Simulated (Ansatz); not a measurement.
# H6O2SSi (built from SMILES O.O[SiH2]S): a reaction path by the nudged elastic band

What path joins these two structures, and how high does it climb? Both ends were relaxed at PBE0-D4 in triple zeta.

The runs use Ansatz 0.2.0, Gaussian basis; PBE0-D4/def2-SVP.

22 further runs of the same task are left out: 22 set aside as unsound or not needed.

## (1) Starting geometry

The first end: 10 atoms, charge 0, spin multiplicity 1.

Atoms are counted from 1 here; the program's logs count them from 0.

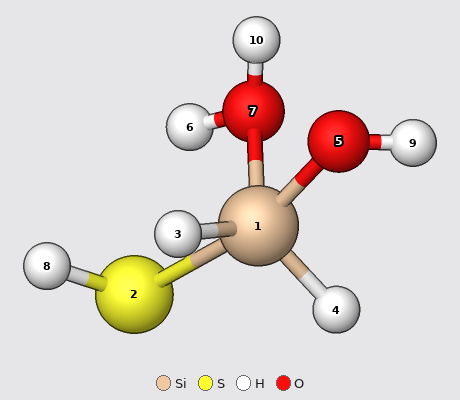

As it starts; silicon light orange, sulfur yellow, hydrogen white, oxygen red; atoms are numbered from 1 in the order of the file.

Coordinates:

```mol
H6O2SSi
  3D, bonds by distance, orders not assigned

 10  9  0  0  0  0  0  0  0  0999 V2000
    0.0217   -0.5149   -0.4201 Si  0  0
    0.9980   -0.9821    1.6528 S   0  0
    1.3595   -0.5032   -1.0537 H   0  0
   -0.8660   -1.6935   -0.2755 H   0  0
   -0.7293    0.2847   -1.7103 O   0  0
   -0.0626    0.9672    1.4533 H   0  0
   -0.6173    0.9819    0.6402 O   0  0
    2.2058   -0.4816    1.3508 H   0  0
   -1.6683    0.1155   -1.8085 H   0  0
   -0.6417    1.8262    0.1711 H   0  0
  1  2  8  0
  1  3  8  0
  1  4  8  0
  1  5  8  0
  1  7  8  0
  2  8  8  0
  5  9  8  0
  6  7  8  0
  7 10  8  0
M  END
```

The second end:

| atom | x (Å) | y (Å) | z (Å) |
| --- | --- | --- | --- |
| Si1 | 0.0707 | -0.0324 | -1.2547 |
| S2 | -0.3061 | -0.4583 | 2.4998 |
| H3 | -0.0985 | 0.2388 | -2.7010 |
| H4 | 0.9890 | -1.1665 | -0.9929 |
| O5 | -1.4375 | -0.3208 | -0.6941 |
| H6 | 0.4590 | 0.4148 | 1.8190 |
| O7 | 0.8133 | 1.2329 | -0.4957 |
| H8 | 0.5293 | -1.4766 | 2.2416 |
| H9 | -1.4832 | -0.5407 | 0.2459 |
| H10 | 0.4639 | 2.1091 | -0.6678 |

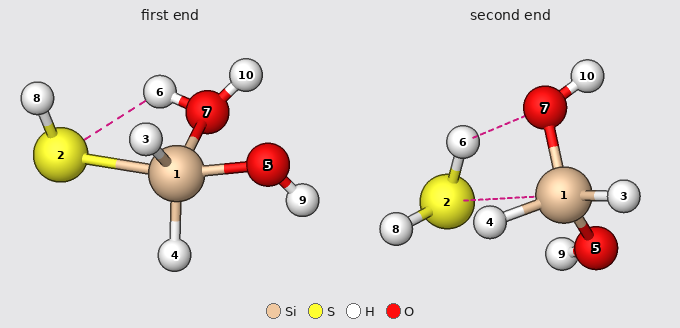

The two ends; dashed lines mark the contacts followed along the path.

## (2) The band at PBE0-D4/def2-SVP

File neb/in.yaml:

```yaml
crystal:
  periodic: [false, false, false]
  atoms:
    - {symbol: Si, position_ang: [0.021721, -0.514867, -0.420129]}
    - {symbol: S, position_ang: [0.998023, -0.982101, 1.652774]}
    - {symbol: H, position_ang: [1.359506, -0.503190, -1.053705]}
    - {symbol: H, position_ang: [-0.865989, -1.693522, -0.275501]}
    - {symbol: O, position_ang: [-0.729342, 0.284725, -1.710309]}
    - {symbol: H, position_ang: [-0.062577, 0.967220, 1.453255]}
    - {symbol: O, position_ang: [-0.617299, 0.981873, 0.640210]}
    - {symbol: H, position_ang: [2.205835, -0.481625, 1.350784]}
    - {symbol: H, position_ang: [-1.668270, 0.115472, -1.808484]}
    - {symbol: H, position_ang: [-0.641707, 1.826214, 0.171104]}
basis:
  gaussian: {orbitals: def2-SVP}
hamiltonian: {xc: pbe0, dispersion: d4}
neb:
  images: 5
  climbing: true
  max_iterations: 40
  initial_path: idpp
  final_atoms:
    - {symbol: Si, position_ang: [0.070657, -0.032391, -1.254731]}
    - {symbol: S, position_ang: [-0.306118, -0.458342, 2.499757]}
    - {symbol: H, position_ang: [-0.098477, 0.238829, -2.700975]}
    - {symbol: H, position_ang: [0.989048, -1.166514, -0.992949]}
    - {symbol: O, position_ang: [-1.437494, -0.320795, -0.694087]}
    - {symbol: H, position_ang: [0.458964, 0.414760, 1.818979]}
    - {symbol: O, position_ang: [0.813306, 1.232903, -0.495677]}
    - {symbol: H, position_ang: [0.529273, -1.476646, 2.241593]}
    - {symbol: H, position_ang: [-1.483195, -0.540705, 0.245899]}
    - {symbol: H, position_ang: [0.463938, 2.109101, -0.667808]}
```

On the command line:

```sh
$ ansatz run in.yaml --threads 4 --pin off --events-out ev --progress --plain --max-ram 9574MiB
```

The log of the run:

```text
Functional definition: PBE0
  name "PBE0"
  cite "Adamo & Barone, J. Chem. Phys. 110, 6158 (1999) doi:10.1063/1.478522"
  cite "Perdew, Burke & Ernzerhof, Phys. Rev. Lett. 77, 3865 (1996) doi:10.1103/PhysRevLett.77.3865"
  parent pbe
  parameter a = 0.25
  parameter kappa = 0.804
  parameter beta = 0.06672455060314922
  exchange = (1 - a)*pbe_x(kappa = kappa, mu = beta*pi^2/3) + a*exact_x
  correlation = pbe_c(beta = beta)
954 factors; integrals over basis functions are off by at most 4.8e-4 eV
mean field evaluation 1: about -22879.4550 eV, gradient 5.7e1 eV
mean field evaluation 2: about -22873.0419 eV, gradient 8.2e1 eV
mean field evaluation 4: about -22885.1123 eV, gradient 3.1e0 eV
mean field evaluation 8: about -22885.1303 eV, gradient 4.2e-2 eV
mean field -22885.13033597 eV, -841.0130277483 hartree, gradient 1.4e-5 eV, S^2 0.000000; 0 other end points of the search recorded, 0 dependent functions left out
the calculation of the forces begins
reference -22885.13036008 eV, -841.0130286345 hartree; 26, 26 occupied and 68, 68 virtual orbitals, 954 factors
[... from here to the last solve, the lines of the solves are left out (187 solves) ...]
WARN: NEB end point (image 0): max|allowed force component| = 3.622e-1 eV/Å (the criterion of neb.relax_end_points is 1.000e-2). That is over neb.f_tol: it is no minimum, so the barrier can be far off. Relax it first
WARN: NEB end point (image 6): max|allowed force component| = 5.066e-1 eV/Å (the criterion of neb.relax_end_points is 1.000e-2). That is over neb.f_tol: it is no minimum, so the barrier can be far off. Relax it first
NEB iter   1: max|band force component| = 3.414e0 eV/Å  barrier→ = 1.6811 eV  barrier← = 2.9050 eV  Δτ_max = 0.2000 Å  (168 SCF iters)
NEB iter   2: max|band force component| = 1.824e0 eV/Å  barrier→ = 0.4728 eV  barrier← = 1.6966 eV  Δτ_max = 0.2000 Å  (140 SCF iters)
NEB iter   3: max|band force component| = 2.865e0 eV/Å  barrier→ = 0.1891 eV  barrier← = 1.4129 eV  Δτ_max = 0.1010 Å  (136 SCF iters)
NEB iter   4: max|band force component| = 1.448e0 eV/Å  barrier→ = 0.1642 eV  barrier← = 1.3881 eV  Δτ_max = 0.2000 Å  (124 SCF iters)
NEB iter   5: max|band force component| = 7.188e-1 eV/Å  barrier→ = 0.1656 eV  barrier← = 1.3895 eV  Δτ_max = 0.1999 Å  (127 SCF iters)
NEB iter   6: max|band force component| = 6.782e-1 eV/Å  barrier→ = 0.1222 eV  barrier← = 1.3461 eV  Δτ_max = 0.2000 Å  (127 SCF iters)
NEB iter   7: max|band force component| = 1.253e0 eV/Å  barrier→ = 0.0000 eV  barrier← = 1.2239 eV  Δτ_max = 0.1006 Å  (127 SCF iters)
NEB iter   8: max|band force component| = 1.147e0 eV/Å  barrier→ = 0.0000 eV  barrier← = 1.2239 eV  Δτ_max = 0.1011 Å  (121 SCF iters)
NEB iter   9: max|band force component| = 1.103e0 eV/Å  barrier→ = 0.0000 eV  barrier← = 1.2239 eV  Δτ_max = 0.1011 Å  (123 SCF iters)
NEB iter  10: max|band force component| = 7.325e-1 eV/Å  barrier→ = 0.0000 eV  barrier← = 1.2239 eV  Δτ_max = 0.0998 Å  (124 SCF iters)
NEB iter  11: max|band force component| = 3.538e-1 eV/Å  barrier→ = -0.8622 eV  barrier← = 0.3617 eV  CI = image 1  Δτ_max = 0.1979 Å  (121 SCF iters)
NEB iter  12: max|band force component| = 4.824e-1 eV/Å  barrier→ = -0.8177 eV  barrier← = 0.4062 eV  CI = image 1  Δτ_max = 0.2000 Å  (123 SCF iters)
NEB iter  13: max|band force component| = 1.646e0 eV/Å  barrier→ = -0.2970 eV  barrier← = 0.9269 eV  CI = image 1  Δτ_max = 0.1005 Å  (124 SCF iters)
NEB iter  14: max|band force component| = 1.413e0 eV/Å  barrier→ = -0.2323 eV  barrier← = 0.9916 eV  CI = image 1  Δτ_max = 0.2000 Å  (122 SCF iters)
NEB iter  15: max|band force component| = 1.049e0 eV/Å  barrier→ = -0.0829 eV  barrier← = 1.1410 eV  CI = image 1  Δτ_max = 0.2000 Å  (120 SCF iters)
NEB iter  16: max|band force component| = 1.062e0 eV/Å  barrier→ = 0.1480 eV  barrier← = 1.3718 eV  CI = image 1  Δτ_max = 0.2000 Å  (125 SCF iters)
NEB iter  17: max|band force component| = 6.244e-1 eV/Å  barrier→ = 0.0413 eV  barrier← = 1.2652 eV  CI = image 1  Δτ_max = 0.0649 Å  (121 SCF iters)
NEB iter  18: max|band force component| = 1.303e0 eV/Å  barrier→ = 0.0603 eV  barrier← = 1.2842 eV  CI = image 1  Δτ_max = 0.0325 Å  (113 SCF iters)
NEB iter  19: max|band force component| = 1.164e0 eV/Å  barrier→ = 0.0567 eV  barrier← = 1.2806 eV  CI = image 1  Δτ_max = 0.0646 Å  (116 SCF iters)
NEB iter  20: max|band force component| = 4.282e-1 eV/Å  barrier→ = 0.0320 eV  barrier← = 1.2558 eV  CI = image 1  Δτ_max = 0.0616 Å  (110 SCF iters)
NEB iter  21: max|band force component| = 1.909e-1 eV/Å  barrier→ = 0.0267 eV  barrier← = 1.2505 eV  CI = image 1  Δτ_max = 0.0511 Å  (110 SCF iters)
NEB iter  22: max|band force component| = 1.685e-1 eV/Å  barrier→ = 0.0232 eV  barrier← = 1.2471 eV  CI = image 1  Δτ_max = 0.0559 Å  (109 SCF iters)
NEB iter  23: max|band force component| = 1.635e-1 eV/Å  barrier→ = 0.0208 eV  barrier← = 1.2447 eV  CI = image 1  Δτ_max = 0.0280 Å  (103 SCF iters)
NEB iter  24: max|band force component| = 1.385e-1 eV/Å  barrier→ = 0.0185 eV  barrier← = 1.2423 eV  CI = image 1  Δτ_max = 0.0209 Å  (104 SCF iters)
NEB iter  25: max|band force component| = 5.009e-2 eV/Å  barrier→ = 0.0179 eV  barrier← = 1.2417 eV  CI = image 1  Δτ_max = 0.0189 Å  (88 SCF iters)
NEB iter  26: max|band force component| = 7.458e-2 eV/Å  barrier→ = 0.0174 eV  barrier← = 1.2412 eV  CI = image 1  Δτ_max = 0.0095 Å  (96 SCF iters)
956 factors; integrals over basis functions are off by at most 8.9e-4 eV
mean field -22885.37619495 eV, -841.0220628993 hartree, gradient 2.8e-6 eV, S^2 0.000000; 0 other end points of the search recorded, 0 dependent functions left out
the calculation of the forces begins
reference -22885.37621867 eV, -841.0220637710 hartree; 26, 26 occupied and 68, 68 virtual orbitals, 956 factors
NEB iter  27: max|band force component| = 4.680e-2 eV/Å  barrier→ = 0.0169 eV  barrier← = 1.2408 eV  CI = image 1  CI's point: of a kind that is not told: the force calls were inconclusive, a negative curvature could not be distinguished from the path's own, the only one lies far off the path, or fixed occupations may fill a level only in part  Δτ_max = 0.0000 Å  (1180 SCF iters)
Total energy: -22885.28467400 eV, -841.0186995665 hartree
Atom 0 at    -0.061708    -0.477036    -0.486418 Å, force     0.002874     0.022955     0.016949 eV/Å
Atom 1 at     0.909072    -0.872173     1.831194 Å, force    -0.007785    -0.004464    -0.015803 eV/Å
Atom 2 at     1.335308    -0.513073    -0.971984 Å, force     0.011640    -0.002778    -0.005733 eV/Å
Atom 3 at    -0.941855    -1.640282    -0.214325 Å, force    -0.005860    -0.007699     0.001866 eV/Å
Atom 4 at    -0.749193     0.229910    -1.861990 Å, force     0.000075    -0.008132     0.013380 eV/Å
Atom 5 at     0.050357     0.725682     1.405654 Å, force     0.027091     0.007547     0.030465 eV/Å
Atom 6 at    -0.535783     0.994378     0.562620 Å, force    -0.048277    -0.023225    -0.038457 eV/Å
Atom 7 at     2.148485    -0.434743     1.519714 Å, force     0.002506     0.001955    -0.001227 eV/Å
Atom 8 at    -1.699514     0.110911    -1.953648 Å, force     0.002163     0.004641    -0.001587 eV/Å
Atom 9 at    -0.455268     1.876624     0.169182 Å, force     0.015574     0.009200     0.000148 eV/Å
Dipole moment:    -0.280458     0.647338    -0.219575 e Å
```

It took 4.2 min on 4 threads of Intel Xeon Platinum 8259CL at 2.50GHz, shared host.

The last band:

| image | path (Å) | energy (kcal/mol) | Si1–O7 (Å) | S2–H6 (Å) | Si1–S2 (Å) | H6–O7 (Å) |
| --- | --- | --- | --- | --- | --- | --- |
| 0 | 0.00 | 0.0 | 1.94 | 2.23 | 2.34 | 0.98 |
| 1 | 0.47 | 0.4 | 1.87 | 1.86 | 2.54 | 1.06 |
| 2 | 2.10 | -24.8 | 1.67 | 1.35 | 3.73 | 2.17 |
| 3 | 3.72 | -24.6 | 1.67 | 1.36 | 4.25 | 2.09 |
| 4 | 5.34 | -24.9 | 1.67 | 1.36 | 4.28 | 2.06 |
| 5 | 6.96 | -26.2 | 1.67 | 1.36 | 3.93 | 2.08 |
| 6 | 8.58 | -28.2 | 1.65 | 1.35 | 3.80 | 2.48 |

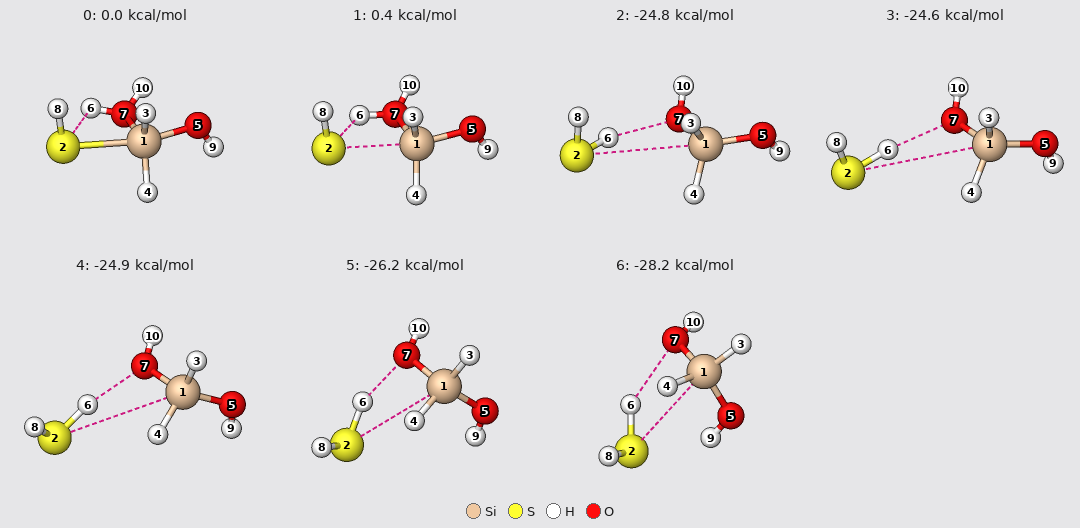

The images of the last band.

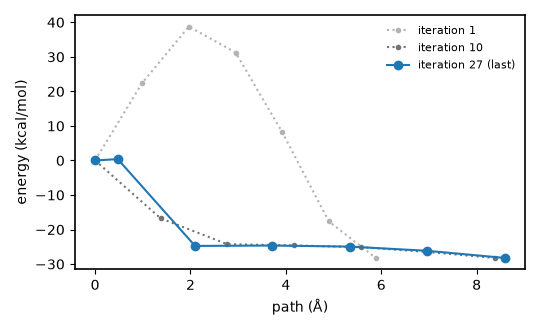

Energy along the path.

The highest image, 1:

```xyz
10

Si   -0.06171   -0.47704   -0.48642
S     0.90907   -0.87217    1.83119
H     1.33531   -0.51307   -0.97198
H    -0.94185   -1.64028   -0.21432
O    -0.74919    0.22991   -1.86199
H     0.05036    0.72568    1.40565
O    -0.53578    0.99438    0.56262
H     2.14848   -0.43474    1.51971
H    -1.69951    0.11091   -1.95365
H    -0.45527    1.87662    0.16918
```

## (3) Outcome

```
                                                                       quantity                                                    value
                                                PBE0-D4/def2-SVP, 27 iterations  highest 0.4 kcal/mol (image 1), last end -28.2 kcal/mol
from earlier runs: barrier over the separately found saddle, CCSD(T)/def2-TZVPP                                             1.7 kcal/mol
```

In words: The highest image lies 0.4 kcal/mol above the first end, and it climbed, so it estimates the saddle. The ends are not quite minima at this level (largest force component 0.51 eV/Å), so the heights are unreliable: relaxing the first end would lower it and raise the barrier above it. The highest image is 1.3 kcal/mol below the CCSD(T) barrier in triple zeta, which comes from separate runs on the saddle.
